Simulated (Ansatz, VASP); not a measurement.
**Cross-check of NaCuCl3 between VASP and Ansatz**

One calculation is typed for both programs; each brings its own data sets and cutoff. How far apart do they land? The cell is invented: As first built, before any earlier steps moved the atoms: it takes the TlCuCl3 structure with some of its atoms replaced by other elements, volume scaled by an estimate. It may not be a known or stable phase. The cell comes out of the VASP series on this material, whose earlier steps may have relaxed, scaled or displaced it; both programs get it as it stands.

Main program and level: Ansatz 0.2.0; plane waves, with VASP 6.6.1 beside it; band structure at r2SCAN.

**1. Set-up**

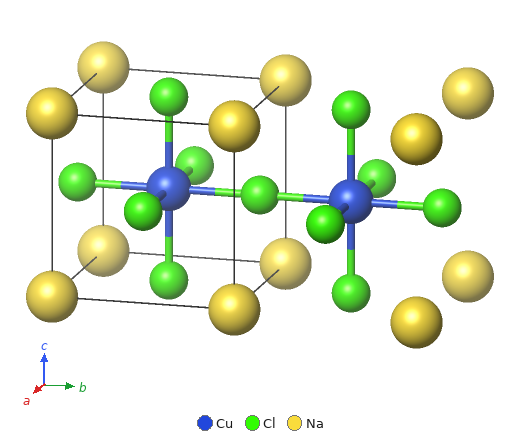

Start, viewed slightly off an axis; copper blue, chlorine green, sodium yellow. 1×2×1 cells are drawn. Some periodic images of atoms are drawn too.

Structure file:

```
Cu Cl Na
1.0
     4.73553    0.00000    0.00000
     0.00000    4.73553    0.00000
     0.00000    0.00000    4.73553
Cu Cl Na
1 3 1
Direct
  0.50000 0.50000 0.50000
  0.00000 0.50000 0.50000
  0.50000 0.00000 0.50000
  0.50000 0.50000 0.00000
  0.00000 0.00000 0.00000
```

**2. VASP: band structure, r2SCAN**

The same path points are solved in both programs, so levels can be compared one by one.

Lines of VASP's logs that name or quote its potential files are left out, and so is its time.

File INCAR:

```
SYSTEM = NaCuCl3
PREC = Accurate
ENCUT = 400
EDIFF = 1E-06
NELM = 100
ISMEAR = -1
SIGMA = 0.05
LREAL = .FALSE.
ALGO = Normal
METAGGA = R2SCAN
LASPH = .TRUE.
NBANDS = 34
LORBIT = 11
LWAVE = .FALSE.
LCHARG = .FALSE.
KPAR = 2
```

File POSCAR:

```
NaCuCl3
1.0
    4.7355296408      0.0000000000      0.0000000000
    0.0000000000      4.7355296408      0.0000000000
    0.0000000000      0.0000000000      4.7355296408
Cu Cl Na
1 3 1
Direct
    0.5000000000      0.5000000000      0.5000000000
    0.0000000000      0.5000000000      0.5000000000
    0.5000000000      0.0000000000      0.5000000000
    0.5000000000      0.5000000000      0.0000000000
    0.0000000000      0.0000000000      0.0000000000
```

File KPOINTS:

```
Automatic mesh
0
Gamma
5 5 5
0 0 0
```

File KPOINTS_OPT:

```
Line mode
16
Line-mode
Reciprocal
  0.00000000   0.00000000   0.00000000 GAMMA
  0.00000000   0.50000000   0.00000000 X

  0.00000000   0.50000000   0.00000000 X
  0.50000000   0.50000000   0.00000000 M

  0.50000000   0.50000000   0.00000000 M
  0.00000000   0.00000000   0.00000000 GAMMA

  0.00000000   0.00000000   0.00000000 GAMMA
  0.50000000   0.50000000   0.50000000 R

  0.50000000   0.50000000   0.50000000 R
  0.00000000   0.50000000   0.00000000 X

  0.50000000   0.50000000   0.00000000 M
  0.50000000   0.50000000   0.50000000 R
```

The projector-augmented-wave data sets are Cu, Cl and Na_pv (PBE family, release 64).

Launch:

```bash
mpirun -np 2 vasp_std
```

Numbers of over 12 decimals in the logs are rounded to 6 here.

The log of the run:

```text
[banner, memory and clock lines left out]
running    2 mpi-ranks, on    1 nodes
 distrk:  each k-point on    1 cores,    2 groups
 distr:  one band on    1 cores,    1 groups

 POSCAR found type information on POSCAR CuClNa
 POSCAR found :  3 types and       5 ions
|                                                                             |
|               ----> ADVICE to this user running VASP <----                  |
|                                                                             |
|     You enforced a specific xc type in the INCAR file but a different       |
|     [... a line on the potential file left out ...]
|     I HOPE YOU KNOW WHAT YOU ARE DOING!                                     |
|                                                                             |

 LDA part: xc-table for (None), standard interpolation
 POSCAR, INCAR and KPOINTS ok, starting setup
 FFT: planning ... GRIDC
 FFT: planning ... GRID_SOFT
 FFT: planning ... GRID
 WAVECAR not read
 entering main loop
       N       E                     dE             d eps       ncg     rms          rms(c)
DAV:   1     0.314914727050E+03    0.31491E+03   -0.14903E+04   704   0.104E+03
DAV:   2    -0.477235265771E+01   -0.31969E+03   -0.29371E+03   756   0.294E+02
DAV:   3    -0.460733033396E+02   -0.41301E+02   -0.40388E+02   840   0.114E+02
DAV:   4    -0.477912680735E+02   -0.17180E+01   -0.17105E+01   856   0.244E+01
DAV:   5    -0.478676694505E+02   -0.76401E-01   -0.76339E-01  1008   0.534E+00    0.126E+01
DAV:   6    -0.398351482703E+02    0.80325E+01   -0.24027E+01   870   0.791E+01    0.981E+00
DAV:   7    -0.382329995450E+02    0.16021E+01   -0.53937E+00   860   0.568E+01    0.395E+00
DAV:   8    -0.383055083108E+02   -0.72509E-01   -0.71314E-01  1024   0.669E+00    0.164E+00
DAV:   9    -0.382961056253E+02    0.94027E-02   -0.57667E-02   936   0.836E+00    0.312E-01
DAV:  10    -0.382968963702E+02   -0.79074E-03   -0.11794E-02  1016   0.183E+00    0.159E-01
DAV:  11    -0.382970941129E+02   -0.19774E-03   -0.19490E-03  1056   0.371E-01    0.952E-02
DAV:  12    -0.382970573396E+02    0.36773E-04   -0.15189E-04   824   0.675E-02    0.487E-02
DAV:  13    -0.382971125136E+02   -0.55174E-04   -0.17027E-04   824   0.293E-01    0.307E-02
DAV:  14    -0.382971086510E+02    0.38625E-05   -0.14754E-05  1024   0.973E-02    0.114E-02
DAV:  15    -0.382971086148E+02    0.36247E-07   -0.17662E-06   676   0.222E-02
   1 F= -.38297109E+02 E0= -.38289059E+02  d E =-.161001E-01
 Start KPOINTS_OPT (optional k-point list driver)
k-point batch [1-10\96]
       N       E                     dE             ncg
DAV:   1     0.121830758816E+04   -0.83172E+03      688
DAV:   2    -0.196183425261E+04   -0.31801E+04      738
DAV:   3    -0.238993242586E+04   -0.42810E+03      840
DAV:   4    -0.240771329303E+04   -0.17781E+02      808
DAV:   5    -0.240842463060E+04   -0.71134E+00     1022
DAV:   6    -0.240844103323E+04   -0.16403E-01      872
DAV:   7    -0.240844153052E+04   -0.49730E-03     1016
DAV:   8    -0.240844153427E+04   -0.37498E-05      768
DAV:   9    -0.240844153445E+04   -0.17924E-06      624
[...]
k-point batch [91-96\96]
       N       E                     dE             ncg
DAV:   1     0.465774452084E+04   -0.57145E+04      432
DAV:   2     0.279727071306E+04   -0.18605E+04      418
DAV:   3     0.254113924242E+04   -0.25613E+03      528
DAV:   4     0.253047685450E+04   -0.10662E+02      502
DAV:   5     0.253010579962E+04   -0.37105E+00      600
DAV:   6     0.253009419891E+04   -0.11601E-01      510
DAV:   7     0.253009366934E+04   -0.52956E-03      616
DAV:   8     0.253009366445E+04   -0.48901E-05      450
DAV:   9     0.253009366439E+04   -0.62403E-07      416
```

Parts of OUTCAR (step 2):

```text
ion  position               nearest neighbor table
   1  0.500  0.500  0.500-   2 2.37   3 2.37   4 2.37   4 2.37   3 2.37   2 2.37
   2  0.000  0.500  0.500-   1 2.37   1 2.37
   3  0.500  0.000  0.500-   1 2.37   1 2.37
   4  0.500  0.500  0.000-   1 2.37   1 2.37
   5  0.000  0.000  0.000-

  LATTYP: Found a simple cubic cell.
 ALAT       =     4.7355296408

 Subroutine GETGRP returns: Found 48 space group operations
 (whereof 48 operations were pure point group operations)

The static configuration has the point symmetry O_h .

 Found     10 irreducible k-points:

   k-points           NKPTS =     10   k-points in BZ     NKDIM =     10   number of bands    NBANDS=     34

   dimension x,y,z NGX =    32 NGY =   32 NGZ =   32
   dimension x,y,z NGXF=    64 NGYF=   64 NGZF=   64

   ENCUT  =  400.0 eV  29.40 Ry    5.42 a.u.   7.72  7.72  7.72*2*pi/ulx,y,z

   NELECT =      39.0000    total number of electrons

 k-points in reciprocal lattice and weights: Automatic mesh
   0.00000000  0.00000000  0.00000000       0.008
   0.20000000  0.00000000  0.00000000       0.048
   0.40000000  0.00000000  0.00000000       0.048
   0.20000000  0.20000000  0.00000000       0.096
   0.40000000  0.20000000  0.00000000       0.192
   0.40000000  0.40000000  0.00000000       0.096
   0.20000000  0.20000000  0.20000000       0.064
   0.40000000  0.20000000  0.20000000       0.192
   0.40000000  0.40000000  0.20000000       0.192
   0.40000000  0.40000000  0.40000000       0.064

 average (electrostatic) potential at core
       1 -74.7154       2 -96.2255       3 -96.2255       4 -96.2255       5 -51.9542

 E-fermi :   1.5050

 k-point     1 :       0.0000    0.0000    0.0000
  band No.  band energies     occupation
    ...
     16      -0.2400      2.00000
     17      -0.2400      2.00000
     18       0.1267      2.00000
     19       0.1267      2.00000
     20       0.1267      2.00000
     21       4.7909      0.00000
     22       5.9773      0.00000
     23       9.5581      0.00000
     24       9.5581      0.00000
     25      10.6638      0.00000
    ...

 k-point     2 :       0.2000    0.0000    0.0000
  band No.  band energies     occupation
    ...
     16      -0.1017      2.00000
     17      -0.1017      2.00000
     18       0.1615      2.00000
     19       0.1615      2.00000
     20       0.3681      2.00000
     21       5.4709      0.00000
     22       6.6061      0.00000
     23       9.4972      0.00000
     24      10.1505      0.00000
     25      10.8174      0.00000
    ...

 k-point     3 :       0.4000    0.0000    0.0000
  band No.  band energies     occupation
    ...
     16      -0.0129      2.00000
     17      -0.0129      2.00000
     18       0.2309      2.00000
     19       0.2309      2.00000
     20       0.5901      2.00000
     21       7.0858      0.00000
     22       7.9584      0.00000
     23       8.7978      0.00000
     24      11.0009      0.00000
     25      11.0009      0.00000
    ...

  Total       -0.0355090     -0.0355090     -0.0355090      0.0000000     -0.0000000      0.0000000
  in kB       -0.5357266     -0.5357266     -0.5357266      0.0000000     -0.0000000      0.0000000
  external PRESSURE =      -0.5357266 kB  Pullay stress =       0.0000000 kB

  energy-cutoff  :      400.00
  volume of cell :      106.20
      direct lattice vectors                 reciprocal lattice vectors
     4.735529641  0.000000000  0.000000000     0.211169621  0.000000000  0.000000000
     0.000000000  4.735529641  0.000000000     0.000000000  0.211169621  0.000000000
     0.000000000  0.000000000  4.735529641     0.000000000  0.000000000  0.211169621

 POSITION                                       TOTAL-FORCE (eV/Angst)
 -----------------------------------------------------------------------------------
      2.36776      2.36776      2.36776         0.000000      0.000000      0.000000
      0.00000      2.36776      2.36776         0.000000      0.000000      0.000000
      2.36776      0.00000      2.36776         0.000000      0.000000      0.000000
      2.36776      2.36776      0.00000         0.000000      0.000000      0.000000
      0.00000      0.00000      0.00000         0.000000      0.000000      0.000000
 -----------------------------------------------------------------------------------
    total drift:                                0.000000     -0.000000     -0.000000

  FREE ENERGIE OF THE ION-ELECTRON SYSTEM (eV)
  ---------------------------------------------------
  free  energy   TOTEN  =       -38.2971086148 eV

  energy  without entropy=      -38.2810085591  energy(sigma->0) =      -38.28905859

 total charge
# of ion       s       p       d       tot
------------------------------------------
    1        0.313   0.327   9.161   9.801
    2        1.610   3.551   0.000   5.161
    3        1.610   3.551   0.000   5.161
    4        1.610   3.551   0.000   5.161
    5        0.012   5.958   0.000   5.970
--------------------------------------------------
tot          5.155  16.939   9.161  31.254

[... 3 further parts left out ...]
```

The run ends at a pressure of -0.05 GPa.

**3. Ansatz: band structure, r2SCAN**

Ansatz runs on its default PAW (the set named soft_2) files.

The same cell, functional, mesh and smearing now go to Ansatz, which takes its cutoff from its data sets.

File input.yaml:

```yaml
crystal:
  lattice:
    - [4.7355296408, 0.0, 0.0]
    - [0.0, 4.7355296408, 0.0]
    - [0.0, 0.0, 4.7355296408]
  atoms:
    - { symbol: Cu, position: [0.5, 0.5, 0.5] }
    - { symbol: Cl, position: [0.0, 0.5, 0.5] }
    - { symbol: Cl, position: [0.5, 0.0, 0.5] }
    - { symbol: Cl, position: [0.5, 0.5, 0.0] }
    - { symbol: Na, position: [0.0, 0.0, 0.0] }
hamiltonian:
  xc: r2scan
  pseudopotentials: { kind: paw }
kpoints:
  mp_grid: { grid: [5, 5, 5] }
  band_path:
    path:
      - [0.0, 0.0, 0.0]
      - [0.0, 0.1, 0.0]
      - [0.0, 0.2, 0.0]
      - [0.0, 0.3, 0.0]
      - [0.0, 0.43333, 0.0]
      - [0.0, 0.5, 0.0]
      - [0.1, 0.5, 0.0]
      - [0.2, 0.5, 0.0]
      - [0.33333, 0.5, 0.0]
      - [0.43333, 0.5, 0.0]
      - [0.5, 0.5, 0.0]
      - [0.36667, 0.36667, 0.0]
      - [0.26667, 0.26667, 0.0]
      - [0.16667, 0.16667, 0.0]
      - [0.06667, 0.06667, 0.0]
      - [0.03333, 0.03333, 0.03333]
      - [0.13333, 0.13333, 0.13333]
      - [0.23333, 0.23333, 0.23333]
      - [0.33333, 0.33333, 0.33333]
      - [0.46667, 0.46667, 0.46667]
      - [0.46667, 0.5, 0.46667]
      - [0.36667, 0.5, 0.36667]
      - [0.23333, 0.5, 0.23333]
      - [0.13333, 0.5, 0.13333]
      - [0.03333, 0.5, 0.03333]
      - [0.5, 0.5, 0.03333]
      - [0.5, 0.5, 0.16667]
      - [0.5, 0.5, 0.26667]
      - [0.5, 0.5, 0.36667]
      - [0.5, 0.5, 0.5]
    npoints: 1
scf:
  occupations: { method: fermi_dirac, width: 0.05 }
  n_extra_bands: 8
output:
  forces: true
  stress: true
  eigenvalues: true
  write_density: true
  write_potential: true
  elf: true
  volumetric_format: npy
```

Launch:

```bash
ansatz run input.yaml --threads 2 --pin off --max-ram 4608MiB --backend cpu --events-out ev --progress --plain --runs-dir out
```

The log of the run:

```text
scf.n_extra_bands = 8 over 25 filled bands (N_el = 49.0): the run solves 33 bands
Engine: ansatz 0.2.0, aarch64-unknown-linux-gnu
Pseudopotentials: kind: paw
Pseudopotential: Cu, paw, valence charge 19, recommended cutoff 500 eV (meta_gga), Cu.paw.azcp
Pseudopotential: Cl, paw, valence charge 7, recommended cutoff 500 eV (meta_gga), Cl.paw.azcp
Pseudopotential: Na, paw, valence charge 9, recommended cutoff 500 eV (meta_gga), Na.paw.azcp
Functional definition: r2SCAN
  parameter k0 = 0.174
  parameter k1 = 0.065
  parameter a1 = 4.9479
  exchange = r2scan_x(k0 = k0, k1 = k1, a1 = a1)
  correlation = r2scan_c
Crystal: 5 atoms, lattice volume = 106.195 Å³
Basis set: ecut = 500 eV, 2721 PW (Γ), exchange–correlation on 144×144×144 points (64 copies of the dense FFT grid, shifted against one another)
Bands: 33, of which v1, the nominal top of the filled ones, is band 25 counted from 1 (24 counted from 0)
Symmetry: 48 space group operations
Space group: Pm-3m (ITA 221), of the structure as read, at distance tolerance 4.7e-5 Å
k-points: 10 of 125
Non-local potential: Cu, projectors of the file, l = 0: 3, l = 1: 2, l = 2: 3, l = 3: 1
Non-local potential: Cl, projectors of the file, l = 0: 2, l = 1: 2, l = 2: 2
Non-local potential: Na, projectors of the file, l = 0: 3, l = 1: 2, l = 2: 1
PAW form: soft (Blöchl's): semilocal exchange-correlation on the pseudo side does not see the compensation charge
PAW frozen core: Cu, regenerated for the run's functional (the file was generated under x = pbe(κ = 0.804, μ = 0.219515), c = pbe(β = 0.066725))
PAW frozen core: Cl, regenerated for the run's functional (the file was generated under x = pbe(κ = 0.804, μ = 0.219515), c = pbe(β = 0.066725))
PAW frozen core: Na, regenerated for the run's functional (the file was generated under x = pbe(κ = 0.804, μ = 0.219515), c = pbe(β = 0.066725))
PAW one-centre angular grid: Cu, 590 points (default); XC on 160 Gauss nodes
PAW one-centre angular grid: Cl, 302 points (default); XC on 160 Gauss nodes
PAW one-centre angular grid: Na, 302 points (default); XC on 339 of its mesh's 2595 points in the sphere
Initial density: superposition of atomic densities (neutral atoms: chi_scale 0, normalization atom), corrected by the library's trained network
Initial wavefunctions: pseudopotential atomic-orbital guess
Functional: x = r2scan, c = r2scan; τ floored in thin density (d = 2e-4 eV/Å³)
SCF iter   1: F=—  HF=-11376.250841 eV  |F-HF|=—  |Δ(HF+E_count)|=         —  Δρ=1.57e-2  dr2=1.42e-1  dr2_τ=1.08e-2  ethr=1.77e-3  ⟨swp⟩=6.6  Hψ=1505  notcnv=0  defer=4
preconditioner: auto → LDOS  [insulator: Δε(μ)=0.693 eV  Ē_g=15.939 eV  σ=0.050 eV  W_gap=0.61  n_scr=26 (ndim 8)  ℏωp=22.5 eV  f_vac=0.124  D(μ)=2.15/eV (n_scr^D=18)  ε∞_Penn≈3.0  β→1.0]
SCF iter   2: F=—  HF=-11376.265799 eV  |F-HF|=—  |Δ(HF+E_count)|=   1.50e-2  Δρ=4.43e-3  dr2=2.66e-2  dr2_τ=5.87e-4  ethr=2.89e-4  ⟨swp⟩=2.0  Hψ=682  notcnv=0  defer=20
SCF iter   3: F=—  HF=-11376.269178 eV  |F-HF|=—  |Δ(HF+E_count)|=   3.38e-3  Δρ=9.23e-3  dr2=6.27e-2  dr2_τ=3.67e-4  ethr=5.43e-5  ⟨swp⟩=2.0  Hψ=619  notcnv=0  defer=20
SCF iter   4: F=—  HF=-11376.259260 eV  |F-HF|=—  |Δ(HF+E_count)|=   9.92e-3  Δρ=4.70e-3  dr2=1.99e-2  dr2_τ=1.69e-4  ethr=5.43e-5  ⟨swp⟩=2.0  Hψ=457  notcnv=0  defer=20
SCF iter   5: F=—  HF=-11376.256038 eV  |F-HF|=—  |Δ(HF+E_count)|=   3.22e-3  Δρ=1.49e-3  dr2=1.60e-3  dr2_τ=2.97e-5  ethr=4.07e-5  ⟨swp⟩=2.2  Hψ=439  notcnv=0  defer=20
SCF iter   6: F=—  HF=-11376.255713 eV  |F-HF|=—  |Δ(HF+E_count)|=   3.25e-4  Δρ=8.15e-5  dr2=3.81e-6  dr2_τ=5.35e-7  ethr=3.27e-6  ⟨swp⟩=2.0  Hψ=482  notcnv=0  defer=20
SCF iter   7: F=—  HF=-11376.255714 eV  |F-HF|=—  |Δ(HF+E_count)|=   5.57e-7  Δρ=1.43e-5  dr2=8.85e-8  dr2_τ=1.01e-8  ethr=2.04e-10  ⟨swp⟩=12.7  Hψ=2756  notcnv=0
SCF iter   8: F=-11376.255714 eV  HF=-11376.255714 eV  |F-HF|=2.15e-9  |Δ(HF+E_count)|=   1.32e-7  Δρ=1.58e-6  dr2=1.76e-9  dr2_τ=2.07e-10  ethr=1.81e-10  ⟨swp⟩=6.2  Hψ=1903  notcnv=0
SCF 1 converged in 8 iterations: F = -11376.255714 eV  dr2 = 1.76e-9
  greatest PAW one-centre occupation: 1.000 electrons in one spin orbital (limit 2), on the Na atom at site 4 (counted from 0), in its partial waves of l = 0
NSCF: frozen V_eff on 30 k-points
SCF converged after 8 iterations
Free energy (F): -11376.255714 eV
Harris-Foulkes:  -11376.255714 eV  (|F-HF|=2.15e-9)
Internal energy: -11376.239635 eV  (E = F + TS)
E sigma→0 (E₀):  -11376.247674 eV
Entropy (-TS):   -0.016078 eV (-3.216 meV/atom)
Fermi energy:    3.888581 eV
--- Per-component energies (eV) ---
  E_band       = -880.299396
  E_kinetic    = 901.532228
  E_local      = -8356.515855  (includes V_loc(G=0)·N_el)
  E_nonlocal   = 600.953152
  E_hartree    = 3527.945377
  E_xc         = -431.821354
  E_vxc        = -581.840305  (∫ρ·V_xc dr)
  E_paw        = -3948.243566  (= ΣΔE_a)
  E_vpaw       = -534.959470  (= ΣTr[D̂ρ^β])
  E_aug_tail   = 0.000277  (compensation charges beyond the density's cutoff)
  E_vtau       = 34.641109  (kinetic-family band-sum trace: ∫τ·v_τ [+ j·A + Jᵃ·Aᵃ] dr)
  E_ewald      = -3669.353298
  E_core_change = -0.736596  (= ΣΔE_core)
  E_smearing   = -0.016078  (= −TS)
  E_closure    = -0.000000  (closes the sum)
  Σ components = -11376.255714   (vs F -11376.255714, Δ=0.00e0)
--- Forces (eV/Å), atoms counted from 1 ---
  atom   1  Cu     0.00000000    -0.00000000    -0.00000000
  atom   2  Cl     0.00000000     0.00000000     0.00000000
  atom   3  Cl    -0.00000000    -0.00000000    -0.00000000
  atom   4  Cl    -0.00000000    -0.00000000    -0.00000000
  atom   5  Na    -0.00000000    -0.00000000    -0.00000000
  max |Σ_I F_I| component: 1.45e-28 eV/Å
--- Stress (GPa, compression-positive) ---
        0.316437       0.000000      -0.000000
        0.000000       0.316437       0.000000
       -0.000000      -0.000000       0.316437
  P = ⅓ Tr σ = 0.3164 GPa (3.164 kbar)
--- Band table (eV; the first three rows and the last of 10) ---
  k-point 0: bands = [... 21 lower, 2.1285, 2.4911, 2.4911, 2.4911, 7.1127, 8.3227, 11.9042, 11.9042, ... 4 higher]
  k-point 1: bands = [... 21 lower, 2.2690, 2.5309, 2.5309, 2.7507, 7.7898, 8.9542, 11.8390, 12.4939, ... 4 higher]
  k-point 2: bands = [... 21 lower, 2.3543, 2.6089, 2.6089, 2.9772, 9.4036, 10.3046, 11.1345, 13.3006, ... 4 higher]
  k-point 9: bands = [... 21 lower, 2.9105, 2.9964, 4.5603, 4.5603, 9.1622, 11.0707, 11.8804, 11.8804, ... 4 higher]
```

Run time: 6.6 s. Hardware: 2 threads of Arm Neoverse V1, shared host; peak memory 0.57 GiB.

**4. Side by side**

Known differences besides the PAW data sets themselves: VASP keeps PBE cores, Ansatz makes them for the functional; the data sets hold 49 valence electrons in Ansatz (default PAW (the set named soft_2) files) and 39 in VASP; the cutoff is 500 eV in Ansatz and 400 eV in VASP. Total energies have different zeros and are not compared.

The two programs side by side:

```csv
quantity,Ansatz,VASP,difference
pressure (GPa),0.32,-0.05,+0.37
```

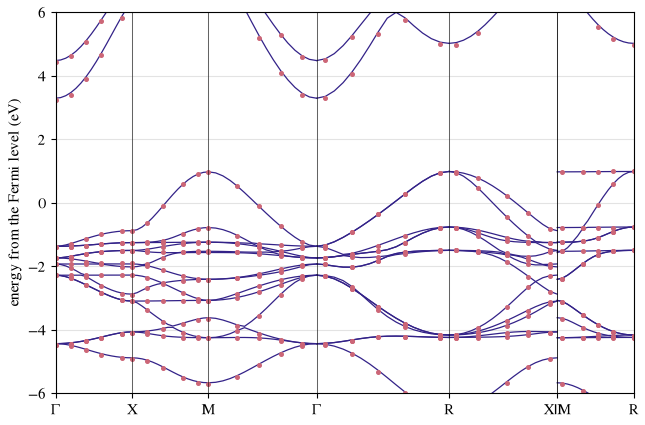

Bands from VASP (lines) and levels from Ansatz (dots). Dots without a line are higher empty bands that the VASP plot leaves out.

Levels from 3 eV below to 2 eV above the Fermi level differ by 10 meV r.m.s. and 19 meV at most; each VASP level is matched to the nearest of Ansatz, which flatters the figure a little.

**5. Outcome**

| Quantity | Value |
| --- | --- |
| r.m.s. difference of levels near the Fermi level (band structure, r2SCAN) | 9.7 meV |

What this shows: The r.m.s. difference of levels near the Fermi level is 9.7 meV (band structure, r2SCAN), within the 80 meV picked in this series as the mark of a large difference. Differences of this kind measure data sets and numerical settings, not the functional's error against experiment.

[Lines on the potential files, build, host, timing and source positions are cut from VASP's logs without a mark.]

[Logs are printed without paths, hosts, clocks, repeated set-up lines and the standing remarks that a program may print on its own settings, such as how far it seeks lower states.]

[Hosts, paths, dates, database ids (printed as entryN), source tags and the programs' standing remarks are cut or masked in the printed files.]
